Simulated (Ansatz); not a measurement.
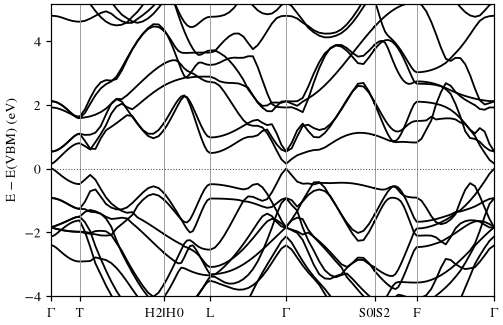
Figure: Band structure from LDA in the plane-wave PAW code Ansatz

**Question.** Read off the gap and where the band edges lie.

**Answer.** About 0.2 eV (0.15 eV by a search for the band edges); maximum at Γ, minimum at Γ.

The material is Bi$_{2}$Te$_{3}$ in space group R-3m (No. 166; Bi on 6c, Te on 3a, Te on 6c).

Symmetry was held in the LDA relaxation; of distortions, only those at the zone centre were tested. A crystal of weakly bound layers computed without a dispersion correction: the cell and the soft elastic constants depend strongly on that. Spin–orbit coupling is left out wherever it is not named.

Potentials: the later of the program's two PAW sets.
